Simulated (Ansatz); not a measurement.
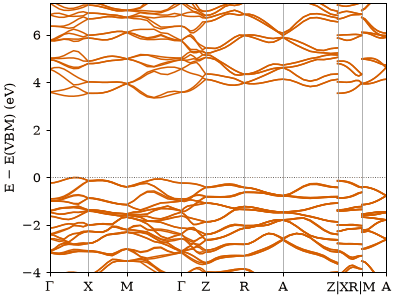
Band structure from DFT-r²SCAN with spin–orbit coupling in the program Ansatz with PAW potentials

The gap is 3.34 eV; an edge lies off the plotted path or next to a special point (maximum on the Γ–X line, 68 % of the way from Γ, minimum off the standard path).

The material is TeO2 in space group P4_12_12 (No. 92; Te on 4a, O on 8b).

The first step of the workflow began from a Materials Project structure, measured or hypothetical; the Crystallography Open Database files this formula in space group No. 92, but the cells were not matched. Whether it is the stable phase at ambient conditions was not checked. Symmetry was held in the r²SCAN relaxation; whether a distortion lowers the energy is not shown.

Potentials: the later of the program's two PAW sets.
